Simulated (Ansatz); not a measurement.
SF$_{6}$ (charge +1): geometry relaxation (part 1 of 2)

SF$_{6}$, charge +1, multiplicity 2, computed with HF/STO-3G, UHF (Ansatz 0.2.0).

The run did not end well. The starting geometry was optimised with HF/STO-3G.

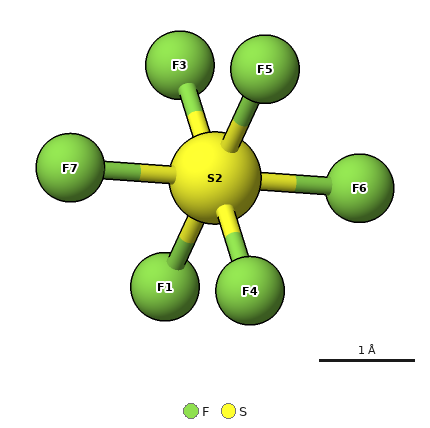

The structure as given in the input (ball-and-stick view, seen at a tilt; atoms are numbered from 1 in the order of the input).

**Input**
```yaml
crystal:
  periodic: [false, false, false]
  atoms:
    - {symbol: F, position_ang: [-0.597503, -1.381188, 0.682069]}
    - {symbol: S, position_ang: [-0.000001, 0.000000, 0.000000]}
    - {symbol: F, position_ang: [1.229398, 0.013238, 1.103770]}
    - {symbol: F, position_ang: [-1.229394, -0.013241, -1.103777]}
    - {symbol: F, position_ang: [0.597492, 1.381193, -0.682065]}
    - {symbol: F, position_ang: [-0.928164, 0.906665, 1.022926]}
    - {symbol: F, position_ang: [0.928163, -0.906668, -1.022922]}
basis:
  gaussian:
    orbitals: STO-3G
total_charge: 1
magnetization:
  spin_polarized: true
  initial_magnetization: 1
hamiltonian:
  xc: hf
relax: {}
```

Hardware: 1 thread of Arm Neoverse V2, 24 GiB of memory available, shared host.

Launch command:
```bash
ansatz run molecule.yaml --threads 1 --pin off --max-ram 3480MiB --events-out events.jsonl --progress --plain --runs-dir runs
```

**Output**
```
The last accepted step is kept in runs//last_step.txt (removed where the run ends without a failure and the disk answers)
Functional definition: HF
  name "HF"
  exchange = exact_x
  correlation = 0
587 factors; integrals over basis functions are off by at most 3.1e-6 eV
mean field evaluation 1: about -26668.4563 eV, gradient 3.8e1 eV
mean field evaluation 2: about -26668.6890 eV, gradient 3.9e1 eV
mean field evaluation 4: about -26679.9949 eV, gradient 1.4e0 eV
mean field evaluation 8: about -26680.0325 eV, gradient 2.8e-1 eV
mean field evaluation 16: about -26684.7429 eV, gradient 2.3e-3 eV
mean field evaluation 32: about -26667.5241 eV, gradient 3.9e1 eV
mean field evaluation 64: about -26668.0086 eV, gradient 3.8e1 eV
mean field -26684.74285859 eV, -980.6462124849 hartree, gradient 2.2e-5 eV, S^2 1.526348; 2 other end points of the search recorded, 0 dependent functions left out
the calculation of the forces begins
reference -26684.74285859 eV, -980.6462124849 hartree; 35, 34 occupied and 4, 5 virtual orbitals, 587 factors
relax step   1: F+E_penalty+E_count = -26684.74285859 eV  Δ(F+E_penalty+E_count) = +0.000e0 eV  max|allowed force component| = 4.299e0 eV/Å  Δτ_max = 0.0000 Å  (140 SCF iters, accepted)
these checks for a lower state are left out or cut short: starts, cluster_reference, orbital_swaps, neighbouring_geometries, increment
587 factors; integrals over basis functions are off by at most 2.9e-6 eV
mean field -26686.28053362 eV, -980.7027210001 hartree, gradient 2.6e-5 eV, S^2 1.897947; 0 other end points of the search recorded, 0 dependent functions left out
[... from here on the field's lines of each further geometry are left out, up to the last ...]
relax step   2: F+E_penalty+E_count = -26686.28053362 eV  Δ(F+E_penalty+E_count) = -1.538e0 eV  max|allowed force component| = 2.840e0 eV/Å  Δτ_max = 0.0729 Å  (41 SCF iters, accepted)
relax step   3: F+E_penalty+E_count = -26688.52890679 eV  Δ(F+E_penalty+E_count) = -2.248e0 eV  max|allowed force component| = 8.130e-1 eV/Å  Δτ_max = 0.1940 Å  (44 SCF iters, accepted)
relax step   4: F+E_penalty+E_count = -26688.92819605 eV  Δ(F+E_penalty+E_count) = -3.993e-1 eV  max|allowed force component| = 1.494e-1 eV/Å  Δτ_max = 0.2000 Å  (42 SCF iters, accepted)
relax step   5: F+E_penalty+E_count = -26688.94101974 eV  Δ(F+E_penalty+E_count) = -1.282e-2 eV  max|allowed force component| = 2.904e-2 eV/Å  Δτ_max = 0.0393 Å  (39 SCF iters, accepted)
relax step   6: F+E_penalty+E_count = -26688.94142008 eV  Δ(F+E_penalty+E_count) = -4.003e-4 eV  max|allowed force component| = 2.664e-3 eV/Å  Δτ_max = 0.0074 Å  (41 SCF iters, accepted)
WARN: the results are in doubt because the forces break the atoms' symmetry
relax step   7: F+E_penalty+E_count = -26689.06006273 eV  Δ(F+E_penalty+E_count) = -1.186e-1 eV  max|allowed force component| = 2.282e0 eV/Å  Δτ_max = 0.0000 Å  (2225 SCF iters, accepted)
relax step   8: F+E_penalty+E_count = -26689.72327344 eV  Δ(F+E_penalty+E_count) = -6.632e-1 eV  max|allowed force component| = 9.359e-1 eV/Å  Δτ_max = 0.1574 Å  (493 SCF iters, accepted)
relax step   9: F+E_penalty+E_count = -26690.01457116 eV  Δ(F+E_penalty+E_count) = -2.913e-1 eV  max|allowed force component| = 4.570e-1 eV/Å  Δτ_max = 0.1374 Å  (469 SCF iters, accepted)
relax step  10: F+E_penalty+E_count = -26690.12554601 eV  Δ(F+E_penalty+E_count) = -1.110e-1 eV  max|allowed force component| = 7.032e-2 eV/Å  Δτ_max = 0.1937 Å  (565 SCF iters, accepted)
relax step  11: F+E_penalty+E_count = -26690.14351765 eV  Δ(F+E_penalty+E_count) = -1.797e-2 eV  max|allowed force component| = 4.706e-2 eV/Å  Δτ_max = 0.1546 Å  (643 SCF iters, accepted)
relax step  12: F+E_penalty+E_count = -26690.14495725 eV  Δ(F+E_penalty+E_count) = -1.440e-3 eV  max|allowed force component| = 5.577e-2 eV/Å  Δτ_max = 0.0147 Å  (468 SCF iters, accepted)
relax step  13: F+E_penalty+E_count = -26690.15034876 eV  Δ(F+E_penalty+E_count) = -5.392e-3 eV  max|allowed force component| = 1.348e-1 eV/Å  Δτ_max = 0.0293 Å  (488 SCF iters, accepted)
relax step  14: F+E_penalty+E_count = -26690.24467516 eV  Δ(F+E_penalty+E_count) = -9.433e-2 eV  max|allowed force component| = 9.941e-2 eV/Å  Δτ_max = 0.1946 Å  (555 SCF iters, accepted)
relax step  15: F+E_penalty+E_count = -26690.24899861 eV  Δ(F+E_penalty+E_count) = -4.323e-3 eV  max|allowed force component| = 6.909e-2 eV/Å  Δτ_max = 0.1918 Å  (560 SCF iters, accepted)
relax step  16: F+E_penalty+E_count = -26690.28296073 eV  Δ(F+E_penalty+E_count) = -3.396e-2 eV  max|allowed force component| = 7.188e-2 eV/Å  Δτ_max = 0.1949 Å  (511 SCF iters, accepted)
relax step  17: F+E_penalty+E_count = -26690.30399948 eV  Δ(F+E_penalty+E_count) = -2.104e-2 eV  max|allowed force component| = 1.747e-1 eV/Å  Δτ_max = 0.1944 Å  (426 SCF iters, accepted)
relax step  18: F+E_penalty+E_count = -26690.31807153 eV  Δ(F+E_penalty+E_count) = -1.407e-2 eV  max|allowed force component| = 2.510e-1 eV/Å  Δτ_max = 0.0445 Å  (540 SCF iters, accepted)
relax step  19: F+E_penalty+E_count = -26690.65906363 eV  Δ(F+E_penalty+E_count) = -3.410e-1 eV  max|allowed force component| = 6.870e-1 eV/Å  Δτ_max = 0.1946 Å  (508 SCF iters, accepted)
relax step  20: F+E_penalty+E_count = -26690.32967842 eV  Δ(F+E_penalty+E_count) = +3.294e-1 eV  max|allowed force component| = 5.419e0 eV/Å  Δτ_max = 0.1142 Å  (533 SCF iters, rejected (line search))
relax step  21: F+E_penalty+E_count = -26690.69196368 eV  Δ(F+E_penalty+E_count) = -3.290e-2 eV  max|allowed force component| = 1.453e-1 eV/Å  Δτ_max = 0.0531 Å  (592 SCF iters, accepted)
relax step  22: F+E_penalty+E_count = -26690.69772061 eV  Δ(F+E_penalty+E_count) = -5.757e-3 eV  max|allowed force component| = 8.886e-2 eV/Å  Δτ_max = 0.0672 Å  (433 SCF iters, accepted)
relax step  23: F+E_penalty+E_count = -26690.70798860 eV  Δ(F+E_penalty+E_count) = -1.027e-2 eV  max|allowed force component| = 7.681e-2 eV/Å  Δτ_max = 0.1500 Å  (516 SCF iters, accepted)
relax step  24: F+E_penalty+E_count = -26690.71813600 eV  Δ(F+E_penalty+E_count) = -1.015e-2 eV  max|allowed force component| = 3.204e-1 eV/Å  Δτ_max = 0.1952 Å  (433 SCF iters, accepted)
relax step  25: F+E_penalty+E_count = -26690.72928558 eV  Δ(F+E_penalty+E_count) = -1.115e-2 eV  max|allowed force component| = 3.262e-1 eV/Å  Δτ_max = 0.1943 Å  (441 SCF iters, accepted)
relax step  26: F+E_penalty+E_count = -26690.74013076 eV  Δ(F+E_penalty+E_count) = -1.085e-2 eV  max|allowed force component| = 1.039e-1 eV/Å  Δτ_max = 0.1935 Å  (397 SCF iters, accepted)
the calculation of the forces begins
reference -26690.74237857 eV, -980.8666907774 hartree; 35, 34 occupied and 4, 5 virtual orbitals, 580 factors
relax step  27: F+E_penalty+E_count = -26690.74237857 eV  Δ(F+E_penalty+E_count) = -2.248e-3 eV  max|allowed force component| = 9.668e-2 eV/Å  Δτ_max = 0.1015 Å  (398 SCF iters, accepted)
these checks for a lower state are left out or cut short: starts, cluster_reference, orbital_swaps, neighbouring_geometries, increment
581 factors; integrals over basis functions are off by at most 2.7e-6 eV
mean field -26690.74990984 eV, -980.8669675466 hartree, gradient 8.9e-10 eV, S^2 2.779590; 1 other end points of the search recorded, 0 dependent functions left out
the calculation of the forces begins
reference -26690.74990984 eV, -980.8669675466 hartree; 35, 34 occupied and 4, 5 virtual orbitals, 581 factors
relax step  28: F+E_penalty+E_count = -26690.74990984 eV  Δ(F+E_penalty+E_count) = -7.531e-3 eV  max|allowed force component| = 1.820e-1 eV/Å  Δτ_max = 0.1225 Å  (418 SCF iters, accepted)
these checks for a lower state are left out or cut short: starts, cluster_reference, orbital_swaps, neighbouring_geometries, increment
583 factors; integrals over basis functions are off by at most 2.6e-6 eV
mean field evaluation 1376: about -26690.7557 eV, gradient 5.4e-5 eV
```

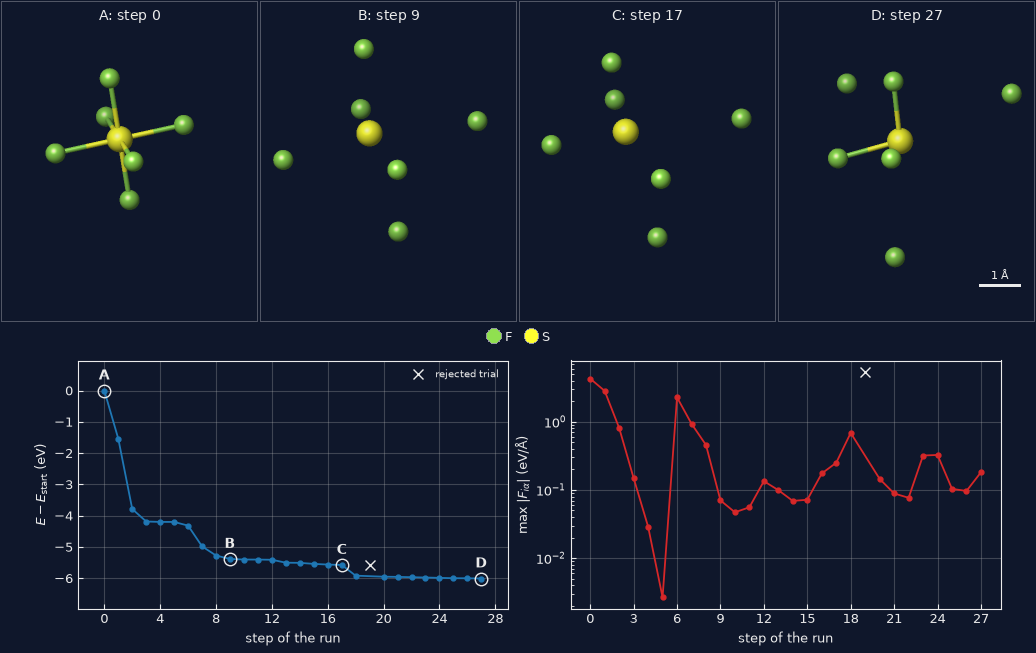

Frames of the relaxation (ball-and-stick view, seen at a tilt) above the curves, on which the letters mark them (the first geometry is step 0 here and step 1 in the log).

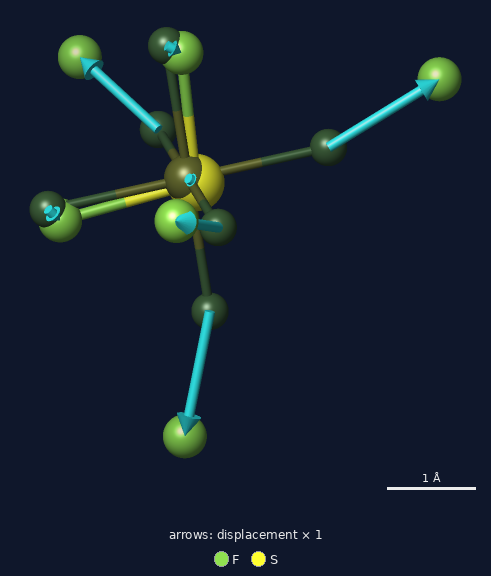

Start (faint) and end (solid) with the displacements as teal arrows, at true length (ball-and-stick view, seen at a tilt). The two geometries are laid on each other by the best rigid fit. The run was cut off at its time limit before the relaxation converged, so the last structure is only a point on the way. The largest moves after the best rigid fit, 1.49 Å, are those of F4 and F6. By element the largest moves are F 1.49 Å, S 0.12 Å. Among the contacts that change: S2–F6 1.652 → 3.023 Å, S2–F4 1.652 → 3.014 Å, F1–S2 1.652 → 2.785 Å, S2–F5 1.652 → 2.742 Å. Bonds break: F1–S2 (1.65 → 2.78 Å), S2–F4 (1.65 → 3.01 Å), S2–F5 (1.65 → 2.74 Å), S2–F6 (1.65 → 3.02 Å). Among the angles that change: F3–S2–F7 90.0° → 95.8°. The energy falls by 6.007 eV in 27 geometry steps. The largest force component goes from 4.3 to 0.18 eV/Å. The line search rejected the trial step at point 19 (counted from 0) and went back. (Atoms are counted from 1 in the order of the input.)

**Trajectory as extended XYZ (Å, eV, eV/Å), 28 frames, from step=1 to step=28**
```
7
Properties=species:S:1:pos:R:3:forces:R:3 step=1 energy=-26684.74286
F    -0.5975   -1.3812    0.6821   -0.9300  -2.1499   1.0617
S     0.0000    0.0000    0.0000    0.0000   0.0000   0.0000
F     1.2294    0.0132    1.1038    4.2989   0.0463   3.8596
F    -1.2294   -0.0132   -1.1038   -4.2989  -0.0463  -3.8596
F     0.5975    1.3812   -0.6821    0.9301   2.1499  -1.0617
F    -0.9282    0.9067    1.0229   -3.2455   3.1704   3.5769
F     0.9282   -0.9067   -1.0229    3.2455  -3.1704  -3.5769
7
Properties=species:S:1:pos:R:3:forces:R:3 step=2 energy=-26686.28053
F    -0.6085   -1.4066    0.6946   -0.9116  -2.1073   1.0406
S     0.0000    0.0000    0.0000    0.0000   0.0000   0.0000
F     1.2837    0.0138    1.1525    2.8403   0.0306   2.5501
F    -1.2837   -0.0138   -1.1525   -2.8403  -0.0306  -2.5501
F     0.6085    1.4066   -0.6946    0.9116   2.1073  -1.0406
F    -0.9691    0.9467    1.0681   -2.1444   2.0947   2.3633
F     0.9691   -0.9467   -1.0681    2.1444  -2.0947  -2.3633
7
Properties=species:S:1:pos:R:3:forces:R:3 step=3 energy=-26688.52891
F    -0.6787   -1.5688    0.7747   -0.1476  -0.3413   0.1685
S     0.0000    0.0000    0.0000    0.0000   0.0000   0.0000
F     1.4245    0.0153    1.2789    0.8130   0.0088   0.7299
F    -1.4245   -0.0153   -1.2790   -0.8130  -0.0088  -0.7299
F     0.6787    1.5688   -0.7747    0.1476   0.3413  -0.1685
F    -1.0755    1.0506    1.1853   -0.6138   0.5996   0.6765
F     1.0755   -1.0506   -1.1853    0.6138  -0.5996  -0.6765
7
Properties=species:S:1:pos:R:3:forces:R:3 step=4 energy=-26688.92820
F    -0.6834   -1.5799    0.7802   -0.0647  -0.1494   0.0738
S     0.0000    0.0000    0.0000    0.0000   0.0000   0.0000
F     1.5733    0.0169    1.4125    0.0742   0.0008   0.0666
F    -1.5733   -0.0169   -1.4126   -0.0742  -0.0008  -0.0666
F     0.6834    1.5799   -0.7802    0.0646   0.1494  -0.0738
F    -1.1878    1.1603    1.3091   -0.0560   0.0547   0.0617
F     1.1878   -1.1603   -1.3091    0.0560  -0.0547  -0.0617
7
Properties=species:S:1:pos:R:3:forces:R:3 step=5 energy=-26688.94102
F    -0.6907   -1.5966    0.7885   -0.0126  -0.0290   0.0143
S     0.0000    0.0000    0.0000    0.0000   0.0000   0.0000
F     1.6026    0.0173    1.4388    0.0104   0.0001   0.0094
F    -1.6026   -0.0173   -1.4388   -0.0104  -0.0001  -0.0094
F     0.6907    1.5966   -0.7885    0.0126   0.0290  -0.0143
F    -1.2099    1.1819    1.3334   -0.0079   0.0077   0.0087
F     1.2099   -1.1819   -1.3334    0.0079  -0.0077  -0.0087
7
Properties=species:S:1:pos:R:3:forces:R:3 step=6 energy=-26688.94142
F    -0.6926   -1.6009    0.7906   -0.0012  -0.0027   0.0013
S     0.0000    0.0000    0.0000    0.0000   0.0000   0.0000
F     1.6081    0.0173    1.4438    0.0000   0.0000   0.0000
F    -1.6081   -0.0173   -1.4438    0.0000   0.0000   0.0000
F     0.6926    1.6009   -0.7906    0.0012   0.0027  -0.0013
F    -1.2141    1.1860    1.3380    0.0000   0.0000   0.0000
F     1.2141   -1.1860   -1.3380    0.0000   0.0000   0.0000
```
